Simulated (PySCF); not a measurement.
## Electronic structure of C4H10NOSi2 (doublet) in real space

```yaml
atoms:
  - { symbol: C, position_ang: [-0.5409, -1.5127, -0.6808] }
  - { symbol: C, position_ang: [-0.0816, -0.3568, -0.1110] }
  - { symbol: O, position_ang: [1.1431, 0.1103, 0.1923] }
  - { symbol: C, position_ang: [2.2306, -0.6874, -0.0098] }
  - { symbol: C, position_ang: [3.4591, -0.2204, 0.1346] }
  - { symbol: N, position_ang: [-1.1356, 0.3867, 0.2148] }
  - { symbol: Si, position_ang: [-1.0054, 1.9940, 0.8441] }
  - { symbol: Si, position_ang: [-2.3961, -0.7503, -0.4971] }
  - { symbol: H, position_ang: [0.0196, -2.1137, -1.3806] }
  - { symbol: H, position_ang: [2.0187, -1.7157, -0.2775] }
  - { symbol: H, position_ang: [3.6360, 0.8049, 0.4055] }
  - { symbol: H, position_ang: [4.3094, -0.8586, -0.0091] }
  - { symbol: H, position_ang: [-0.3181, 1.9102, 2.1344] }
  - { symbol: H, position_ang: [-0.2408, 2.8145, -0.0989] }
  - { symbol: H, position_ang: [-2.3862, 2.4414, 0.9681] }
  - { symbol: H, position_ang: [-2.4166, -0.8538, -1.9816] }
  - { symbol: H, position_ang: [-3.4895, 0.2785, -0.4215] }
  - { symbol: H, position_ang: [-2.8146, -1.6649, 0.5625] }
```

Geometry: GFN2-xTB.

The calculation used UKS B3LYP, pcH-1 on C H N O Si, non-relativistic, mean-field spin-orbit, GIAO (PySCF).

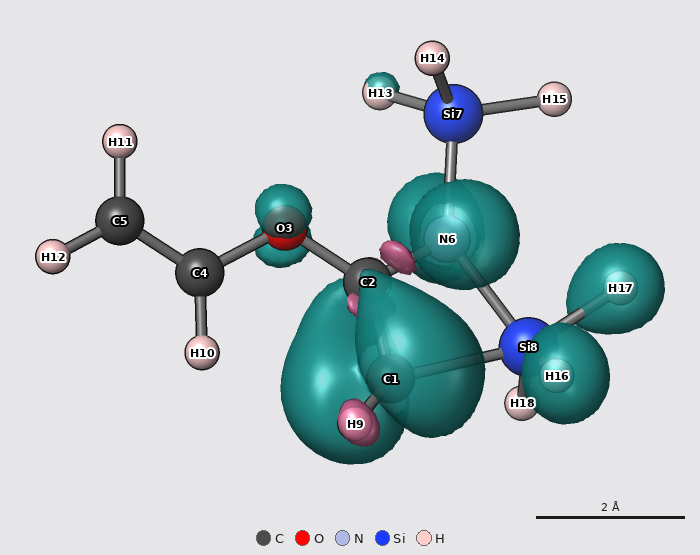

Figure 1. Isosurfaces of the spin density at +0.015 (teal) and −0.015 e/Å³ (pink), seen at a tilt.

Which atoms carry the spin?

The unpaired spin (1 electron) lies mostly on C1 (about 0.5), N6 (about 0.2), C2 (about 0.1) and Si8 (about 0.1), in electrons by Hirshfeld's partition.

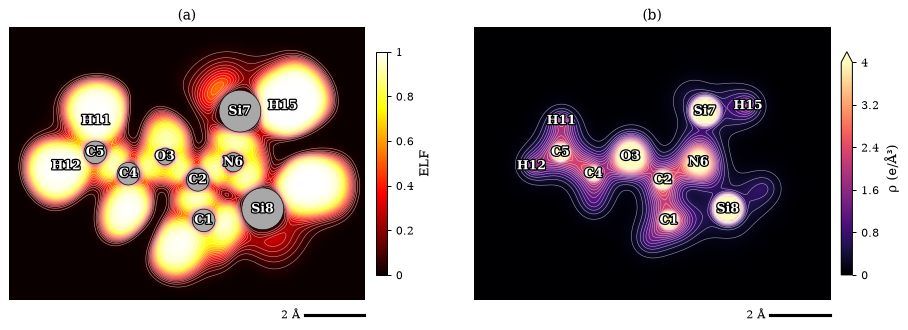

Figure 2. (a) electron localisation function; (b) electron density on the plane of atoms C1, C2 and N6. Grey discs cover the atomic cores in the ELF map.

Read the bonding off the picture.

The plane passes through C, O, N, Si and H nuclei. C–C (1.32 Å): ρ is about 2.4 e/Å³ halfway; the ELF peaks at about 0.95 between the atoms; a short, multiple covalent bond. C–N (1.33 Å): the density is about 2.5 e/Å³ at the midpoint; the ELF peaks at about 0.90 between the atoms: localised, covalent bonding. C–O (1.35 Å): ρ at the midpoint is about 2.4 e/Å³, with its minimum of 2 e/Å³ about 0.5 Å from C; the ELF peaks at about 0.90 between the atoms: a polar covalent bond. Si–N (1.73 Å): ρ at the midpoint is about 1.1 e/Å³; the ELF peaks at about 0.95 between the atoms; a polar covalent bond. C–Si (2.01 Å): the density is about 0.68 e/Å³ at the midpoint; the ELF peaks at about 0.95 between the atoms, as expected for a shared electron pair. The ELF also peaks beside O3, away from the bonds: non-bonding electrons, paired or unpaired.

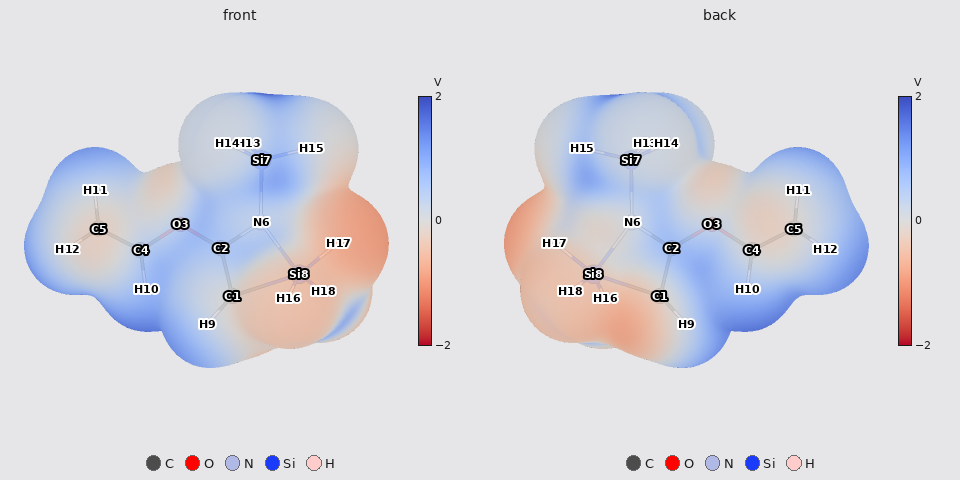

Figure 3. The electrostatic potential painted on the density surface at 0.002 e/bohr³, seen from the front and from behind; the colour scale runs from red (negative) to blue (positive).

Which sites attract a positive test charge, and which a negative one?

A positive charge is drawn to the negative regions and a negative charge to the positive ones. The most negative region (about −0.9 V) lies over H17, the most positive (about +1.6 V) over Si7.
